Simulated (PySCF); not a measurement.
**C2H5ClOSi2: geometry, spin-spin couplings**

What spin-spin couplings should C2H5ClOSi2 (`C#C[Si@H](Cl)O[SiH3]`) show?

The runs use PySCF 2.14.0, with density-fitted response routines of our own; the level of theory stands in each step. All values are computed, except where a source is named. Atoms count from 0, in the outputs and in this text.

### Step 1. Starting geometry

11 atoms, charge 0, multiplicity 1; geometry from: GFN2-xTB. The atoms were then displaced at random by about 0.01 Å, so the start is not that level's minimum.

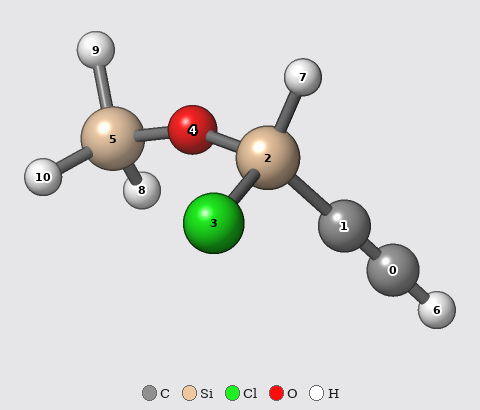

The starting geometry (carbon grey, silicon light orange, chlorine green, oxygen red, hydrogen white), atoms numbered.

### Step 2. Relaxing the molecule at PBE0-D3(BJ)/def2-SVP

Job settings and geometry (Å):

```
{"job": {"xc": "PBE0", "basis": "def2-SVP", "d3": "d3bj", "grid": 1, "shake": 0.01, "kind": "geom"}, "charge": 0, "multiplicity": 1}
C     -2.785240    -0.825590    -0.506570
C     -1.940930    -0.106820    -0.065460
Si    -0.608980     0.968640     0.606660
Cl    -0.475830     2.655530    -0.488700
O      0.817280     0.185480     0.488120
Si     2.091490    -0.545950    -0.187090
H     -3.557250    -1.415420    -0.900070
H     -0.732600     1.268040     2.025590
H      1.573240    -1.693590    -0.903390
H      2.914550    -0.925960     0.972150
H      2.742380     0.409810    -1.056890
```

Launch:

```bash
$ OMP_NUM_THREADS=1 python probes_run.py task.json out
```

The driver reads the jobs from task.json and runs them one after another.

The log of the run:

```text
step   0  E = -1192.67558802  max force = 0.038528
step   1  E = -1192.68363666  max force = 0.009510
step   2  E = -1192.68425539  max force = 0.005393
step   3  E = -1192.68441172  max force = 0.002284
step   4  E = -1192.68450408  max force = 0.002438
step   5  E = -1192.68463364  max force = 0.004281
step   6  E = -1192.68473821  max force = 0.004211
step   7  E = -1192.68482139  max force = 0.001936
step   8  E = -1192.68486736  max force = 0.000998
step   9  E = -1192.68489492  max force = 0.001313
step  10  E = -1192.68491625  max force = 0.001386
step  11  E = -1192.68492777  max force = 0.000596
step  12  E = -1192.68493207  max force = 0.000274
optimisation converged
```

Run time: 2.2 min. Hardware: 1 thread of Arm Neoverse N1, shared host; peak memory 0.51 GiB.

Step by step:

```
step  energy from step 0 (eV)  largest force component (eV/Å)
   0                   0.0000                          1.9812
   1                  -0.2190                          0.4890
   2                  -0.2359                          0.2773
   3                  -0.2401                          0.1174
   4                  -0.2426                          0.1254
   5                  -0.2461                          0.2201
   6                  -0.2490                          0.2165
   7                  -0.2513                          0.0996
   8                  -0.2525                          0.0513
   9                  -0.2533                          0.0675
  10                  -0.2538                          0.0713
  11                  -0.2541                          0.0306
  12                  -0.2543                          0.0141
```

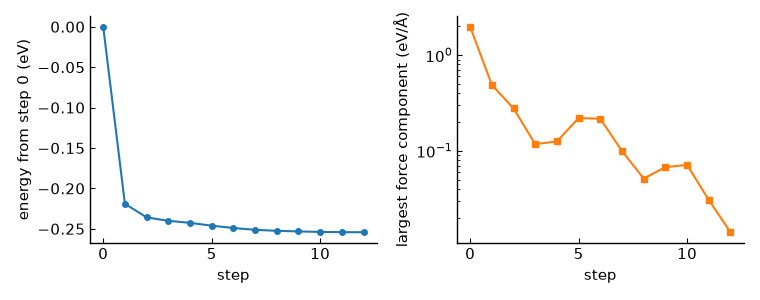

Energy and largest force along the relaxation.

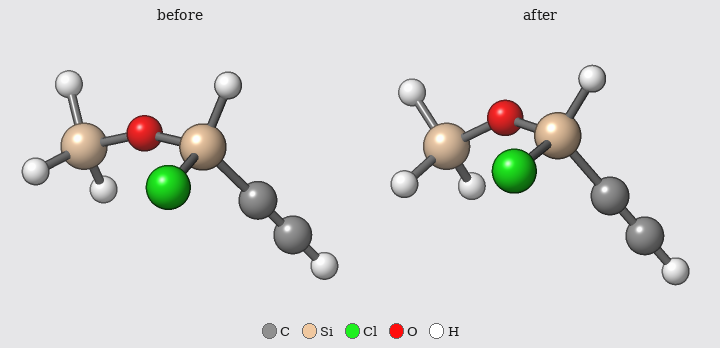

Before and after, at one scale.

Distances of close pairs at the start and the end, largest changes first:

```
   bond  before (Å)  after (Å)  change (Å)
 O4–Si5       1.617      1.669      +0.052
Si5–H10       1.447      1.492      +0.045
Si2–Cl3       2.016      2.060      +0.045
 Si5–H8       1.449      1.492      +0.043
  C0–H6       1.048      1.076      +0.028
  C0–C1       1.193      1.217      +0.023
 Si2–H7       1.455      1.477      +0.022
 Si5–H9       1.472      1.488      +0.017
```

The next job starts from the end point, and lists it.

```
                         at the end point                value
  point group (found at 0.08 Å tolerance)                   C1
rotational constants (GHz, main isotopes)  2.010, 1.375, 0.945
                        dipole moment (D)                 1.69
```

### Step 3. Indirect couplings: B3LYP/cc-pVTZ

Job settings and geometry (Å):

```
{"job": {"kind": "j", "xc": "B3LYP", "basis": "cc-pVTZ"}, "charge": 0, "multiplicity": 1}
C     -3.250177     2.855328     0.171959
C     -2.350792     3.461009     0.723518
Si    -0.993964     4.351828     1.558978
Cl    -0.650541     6.086794     0.501991
O      0.366387     3.438615     1.567093
Si     1.492802     2.686740     0.592341
H     -4.047539     2.325007    -0.318912
H     -1.349494     4.700943     2.949677
H      0.896122     1.460880    -0.012655
H      2.653250     2.316777     1.447610
H      1.928276     3.617317    -0.489119
```

Method: B3LYP/cc-pVTZ indirect spin-spin coupling, non-relativistic, gas phase.

The log of the run:

```text
coarse grid: 11232 points
cycle   1  E = -1193.7056213581  dE =  5.369e-01  |g| = 9.171e-01  |ddm| = 6.564e+00
cycle   2  E = -1193.3756590930  dE =  3.300e-01  |g| = 1.593e+00  |ddm| = 2.673e+00
cycle   3  E = -1193.8466005706  dE = -4.709e-01  |g| = 2.151e-01  |ddm| = 1.714e+00
cycle   4  E = -1193.8561269840  dE = -9.526e-03  |g| = 7.169e-02  |ddm| = 3.708e-01
cycle   5  E = -1193.8566705598  dE = -5.436e-04  |g| = 5.617e-02  |ddm| = 1.397e-01
cycle   6  E = -1193.8574497318  dE = -7.792e-04  |g| = 7.754e-03  |ddm| = 6.987e-02
cycle   7  E = -1193.8574639164  dE = -1.418e-05  |g| = 1.798e-03  |ddm| = 1.153e-02
cycle   8  E = -1193.8574647484  dE = -8.320e-07  |g| = 3.551e-04  |ddm| = 3.151e-03
final grid: 96088 points
cycle   9  E = -1193.8672907978  dE = -2.008e-05  |g| = 3.859e-03  |ddm| = 6.274e-02
cycle  10  E = -1193.8672896583  dE =  1.140e-06  |g| = 4.227e-03  |ddm| = 1.309e-02
cycle  11  E = -1193.8672941088  dE = -4.451e-06  |g| = 4.939e-04  |ddm| = 7.202e-03
cycle  12  E = -1193.8672941408  dE = -3.196e-08  |g| = 2.778e-04  |ddm| = 7.476e-04
cycle  13  E = -1193.8672941549  dE = -1.409e-08  |g| = 5.611e-05  |ddm| = 3.446e-04
cycle  14  E = -1193.8672941553  dE = -4.234e-10  |g| = 3.997e-05  |ddm| = 1.039e-04
cycle  15  E = -1193.8672941557  dE = -3.738e-10  |g| = 8.536e-06  |ddm| = 5.145e-05
converged SCF energy = -1193.8672941557

Indirect spin-spin couplings (Hz)
  i      j    bonds     total        FC       PSO       DSO        SD
  0 C    1 C    1    255.323   248.318     6.926     0.079         -
  0 C    2 Si   2    -23.128   -20.394    -1.904     0.056    -0.885
  0 C    4 O    3     -0.433    -0.443    -0.016     0.026         -
  0 C    6 H    1    245.816   246.650    -1.197     0.364         -
  0 C    7 H    3      4.693     4.490     0.505    -0.301         -
  1 C    2 Si   1   -114.792  -116.365     2.208    -0.145    -0.490
  1 C    4 O    2     -2.304    -2.429     0.132    -0.007         -
  1 C    5 Si   3      0.286     0.278    -0.007     0.005     0.010
  1 C    6 H    2     46.555    42.301     5.359    -1.106         -
  1 C    7 H    2     24.812    25.032    -0.097    -0.122         -
  1 C    9 H    4      0.207     0.323     0.119    -0.235         -
  2 Si   4 O    1    -13.132    -6.513    -6.961     0.081     0.260
  2 Si   5 Si   2     -3.358    -3.513     0.106    -0.038     0.087
  2 Si   6 H    3     -5.159    -4.944    -0.397     0.234    -0.052
  2 Si   7 H    1   -257.948  -258.459     1.195    -0.459    -0.226
  2 Si   8 H    3      0.230     0.225    -0.105     0.116    -0.006
  2 Si   9 H    3     -7.690    -7.656    -0.251     0.263    -0.046
  2 Si  10 H    3     -0.079    -0.120    -0.029     0.068     0.002
  4 O    5 Si   1    -14.106    -9.441    -5.195     0.061     0.469
  4 O    6 H    4      0.417     0.358    -0.056     0.115         -
  4 O    7 H    2    -18.186   -18.355     0.086     0.083         -
  4 O    8 H    2     -5.396    -5.448    -0.053     0.104         -
  4 O    9 H    2    -13.425   -13.419    -0.087     0.082         -
  4 O   10 H    2     -3.684    -3.742    -0.045     0.103         -
  5 Si   7 H    3     -5.222    -5.220    -0.248     0.304    -0.057
  5 Si   8 H    1   -175.674  -176.515     1.091    -0.237    -0.012
  5 Si   9 H    1   -185.247  -186.074     1.070    -0.224    -0.020
  5 Si  10 H    1   -175.193  -176.030     1.100    -0.249    -0.014
  6 H    7 H    4     -0.654    -0.406     0.864    -1.112         -
  6 H    9 H    6     -0.292     0.003     0.482    -0.778         -
  6 H   10 H    6     -0.151    -0.004     0.394    -0.541         -
  7 H    8 H    4     -0.292     0.267     0.675    -1.234         -
  7 H    9 H    4     -0.403    -0.080     0.515    -0.838         -
  7 H   10 H    4     -0.505     0.148     0.712    -1.365         -
  8 H    9 H    2     12.687    13.869     0.766    -1.949         -
  8 H   10 H    2     12.771    13.886     0.714    -1.828         -
  9 H   10 H    2     12.047    13.216     0.757    -1.926         -
```

Wall time 94 s (1 thread of Arm Neoverse N1, shared host); peak memory 1 GiB.

The basis is not made for couplings: without tight functions at the nuclei these values are rough.

A choice of the couplings up to four bonds, sorted by the number of bonds, with means over like pairs; isotopes 13C, 1H, 17O, 29Si:

```
   pair  bonds  J (Hz)  Fermi contact (Hz)  dihedral (°)
 Si2–H7      1  -257.9              -258.5             –
  C0–C1      1   255.3               248.3             –
  C0–H6      1   245.8               246.7             –
 Si5–H8      1  -178.7              -179.5             –
 C1–Si2      1  -114.8              -116.4             –
 O4–Si5      1   -14.1                -9.4             –
 Si2–O4      1   -13.1                -6.5             –
  C1–H6      2    46.6                42.3             –
  C1–H7      2    24.8                25.0             –
 C0–Si2      2   -23.1               -20.4             –
  O4–H7      2   -18.2               -18.4             –
  H8–H9      2    12.5                13.7             –
  O4–H8      2    -7.5                -7.5             –
Si2–Si5      2    -3.4                -3.5             –
  C1–O4      2    -2.3                -2.4             –
 Si5–H7      3    -5.2                -5.2          -176
 Si2–H6      3    -5.2                -4.9             –
  C0–H7      3     4.7                 4.5             –
 Si2–H8      3    -2.5                -2.5             –
```

The spin-dipole term was solved for some atoms only; pairs without it lack that part.

The response was solved for the nuclei of C, H, Si alone, so couplings that need other nuclei can be missing.

Quadrupole couplings from the field gradients of the same density:

```
atom  isotope  eQq/h (MHz)     η
 Cl3     35Cl        -36.9  0.07
  O4      17O       -6.092  0.21
```

### Step 4. Indirect couplings: B3LYP/6-31G*

Settings changed since step 3:

```diff
@@ -1,2 +1,2 @@
-{"job": {"kind": "j", "xc": "B3LYP", "basis": "cc-pVTZ"}, "charge": 0, "multiplicity": 1}
+{"job": {"kind": "j", "xc": "B3LYP", "basis": "6-31G*"}, "charge": 0, "multiplicity": 1}
 C     -3.250177     2.855328     0.171959
```

With the program's defaults for keys left out, this is: B3LYP/6-31G* indirect spin-spin coupling, non-relativistic, gas phase.

The log of the run:

```text
coarse grid: 11232 points
cycle   1  E = -1193.6169451854  dE =  5.625e-01  |g| = 8.370e-01  |ddm| = 3.312e+00
cycle   2  E = -1193.3463459660  dE =  2.706e-01  |g| = 1.434e+00  |ddm| = 1.798e+00
cycle   3  E = -1193.7526518796  dE = -4.063e-01  |g| = 1.853e-01  |ddm| = 1.239e+00
cycle   4  E = -1193.7609602196  dE = -8.308e-03  |g| = 5.465e-02  |ddm| = 2.431e-01
cycle   5  E = -1193.7611244482  dE = -1.642e-04  |g| = 5.185e-02  |ddm| = 8.033e-02
cycle   6  E = -1193.7618217466  dE = -6.973e-04  |g| = 4.362e-03  |ddm| = 3.945e-02
cycle   7  E = -1193.7618270061  dE = -5.259e-06  |g| = 8.525e-04  |ddm| = 5.712e-03
final grid: 96088 points
cycle   8  E = -1193.6856973749  dE = -5.287e-06  |g| = 2.646e-03  |ddm| = 1.851e-02
cycle   9  E = -1193.6856969523  dE =  4.226e-07  |g| = 2.975e-03  |ddm| = 6.729e-03
cycle  10  E = -1193.6856993876  dE = -2.435e-06  |g| = 6.625e-04  |ddm| = 3.669e-03
cycle  11  E = -1193.6856994803  dE = -9.270e-08  |g| = 1.951e-04  |ddm| = 5.976e-04
cycle  12  E = -1193.6856994897  dE = -9.359e-09  |g| = 7.955e-05  |ddm| = 2.035e-04
cycle  13  E = -1193.6856994911  dE = -1.405e-09  |g| = 1.104e-05  |ddm| = 6.364e-05
cycle  14  E = -1193.6856994911  dE = -2.547e-11  |g| = 3.093e-06  |ddm| = 1.471e-05
converged SCF energy = -1193.6856994911

Indirect spin-spin couplings (Hz)
  i      j    bonds     total        FC       PSO       DSO        SD
  0 C    1 C    1    147.297   142.974     4.237     0.086         -
  0 C    2 Si   2    -16.879   -14.481    -1.661     0.056    -0.793
  0 C    4 O    3     -1.295    -1.320    -0.001     0.026         -
  0 C    6 H    1    234.060   235.226    -1.656     0.491         -
  0 C    7 H    3      5.076     4.978     0.398    -0.300         -
  1 C    2 Si   1   -102.416  -103.719     1.794    -0.147    -0.343
  1 C    4 O    2     -2.687    -2.789     0.111    -0.008         -
  1 C    5 Si   3      0.321     0.302     0.005     0.005     0.009
  1 C    6 H    2     29.719    27.087     3.719    -1.088         -
  1 C    7 H    2     22.867    23.085    -0.106    -0.111         -
  1 C    9 H    4      0.241     0.395     0.079    -0.233         -
  2 Si   4 O    1     -7.144    -1.545    -5.846     0.083     0.164
  2 Si   5 Si   2     -3.405    -3.450    -0.011    -0.038     0.093
  2 Si   6 H    3     -5.828    -5.700    -0.308     0.232    -0.051
  2 Si   7 H    1   -274.892  -274.788     1.025    -0.488    -0.640
  2 Si   8 H    3      0.309     0.149     0.050     0.114    -0.004
  2 Si   9 H    3     -6.443    -6.549    -0.099     0.260    -0.055
  2 Si  10 H    3     -0.015    -0.160     0.078     0.066     0.002
  4 O    5 Si   1     -9.366    -5.420    -4.327     0.063     0.317
  4 O    6 H    4      0.549     0.465    -0.028     0.112         -
  4 O    7 H    2    -16.603   -16.782     0.101     0.078         -
  4 O    8 H    2     -5.778    -5.834    -0.041     0.097         -
  4 O    9 H    2    -12.465   -12.477    -0.064     0.077         -
  4 O   10 H    2     -4.163    -4.217    -0.041     0.096         -
  5 Si   7 H    3     -4.602    -4.732    -0.106     0.301    -0.065
  5 Si   8 H    1   -199.246  -199.565     1.036    -0.265    -0.452
  5 Si   9 H    1   -208.351  -208.714     1.079    -0.252    -0.463
  5 Si  10 H    1   -198.524  -198.790     1.000    -0.276    -0.458
  6 H    7 H    4     -0.995    -0.428     0.528    -1.094         -
  6 H    9 H    6     -0.480     0.006     0.282    -0.768         -
  6 H   10 H    6     -0.312    -0.005     0.225    -0.532         -
  7 H    8 H    4     -0.557     0.247     0.415    -1.219         -
  7 H    9 H    4     -0.619    -0.117     0.324    -0.827         -
  7 H   10 H    4     -0.786     0.134     0.428    -1.349         -
  8 H    9 H    2     13.142    14.824     0.190    -1.872         -
  8 H   10 H    2     13.023    14.615     0.160    -1.753         -
  9 H   10 H    2     12.318    13.985     0.183    -1.850         -
```

Wall time 25 s (1 thread of Arm Neoverse N1, shared host); peak memory 0.7 GiB.

This basis has no tight s functions, so the Fermi-contact terms are rough.

In short: J(Si2,H7) -274.9 Hz, J(C0,H6) 234.1 Hz, J(Si5,H8) -202.0 Hz (means over like pairs).

### Step 5. Comparing the runs: spin-spin couplings

Couplings (Hz), each a mean over the pairs like the one named, with basis size and wall time:

```
          run  Si2–H7  C0–C1  C0–H6  Si5–H8  C1–Si2  C1–H6  C1–H7  functions  time
B3LYP/cc-pVTZ  -257.9  255.3  245.8  -178.7  -114.8   46.6   24.8        262  94 s
 B3LYP/6-31G*  -274.9  147.3  234.1  -202.0  -102.4   29.7   22.9        106  25 s
```

### Step 6. Summary of results

```
                                     quantity                       value
                                  point group                          C1
         rotational constants (main isotopes)        2.01, 1.37, 0.95 GHz
largest coupling of the table (B3LYP/cc-pVTZ)  1J(Si,H) Si2–H7, -257.9 Hz
     range of J(Si2,H7), mean over like pairs         -274.9 to -257.9 Hz
```

**Reading.** The optimisation took 12 steps and gained 0.254 eV; among the close pairs (by a distance rule), O4–Si5 changed most, from 1.617 to 1.669 Å. No frequency check was run at this level, so the end point may be a saddle. In the run at B3LYP/cc-pVTZ, the largest coupling of the table is Si2–H7, -257.9 Hz, of which the Fermi-contact term gives -258.5 Hz. Couplings across rotatable bonds belong to this one conformer; where others are populated, the observed values are averages. The coupling Si2–H7, as a mean over pairs of its kind, runs from -274.9 Hz (B3LYP/6-31G*) to -257.9 Hz (B3LYP/cc-pVTZ). Couplings from bases without tight functions are rough.
